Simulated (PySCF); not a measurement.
Ge(Me)2(OH)(OMe), C₃H₁₀GeO₂, SMILES C[O][Ge]([CH3])([CH3])[OH], GFN2-xTB optimised geometry. Atoms within 1.6 Å of the plane z = 0.0 Å (x, y, z in Å): Ge3 (-0.22, -1.23, 0.00), C4 (-0.84, -2.47, 1.44), C5 (-0.96, 0.61, 0.00), O6 (1.56, -1.23, 0.00), H10 (-1.90, -2.67, 1.32), H12 (-0.30, -3.41, 1.38), H13 (-1.98, 0.59, -0.35), H14 (-0.93, 1.04, 1.00), H15 (-0.38, 1.23, -0.67), H16 (1.98, -0.94, 0.80).

Computed with PBE0/def2-TZVP in PySCF 2.14.0. Cells within 0.4 Å of a nucleus heavier than hydrogen are left out (blank, or x).

Map of the deformation density (molecule minus spherical neutral atoms) (e/bohr³) on the plane z = 0.0 Å:

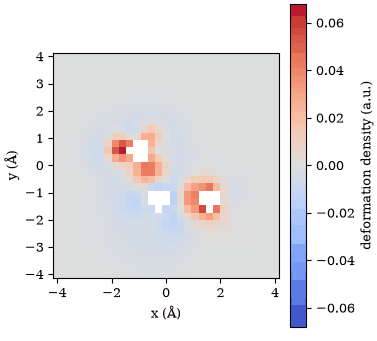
Fig. 1. Deformation density (molecule minus spherical neutral atoms) (e/bohr³) on the plane z = 0.0 Å.
